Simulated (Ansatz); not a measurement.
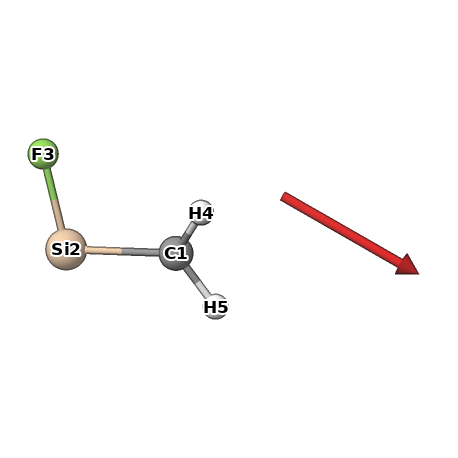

The arrow beside the molecule shows the direction of the dipole moment, from the negative to the positive end (its length means nothing). State: neutral, doublet. The geometry was computed by an optimisation with PBE0-D4/def2-TZVP. No frequency run is at hand to confirm it as a minimum. Properties computed with UKS PBE0-D4/def2-TZVP (Ansatz 0.2.0).

**Estimate the dipole moment.**

1.80 D; it points from the side of F3 to the side of H5 (the outermost atoms at the two ends).
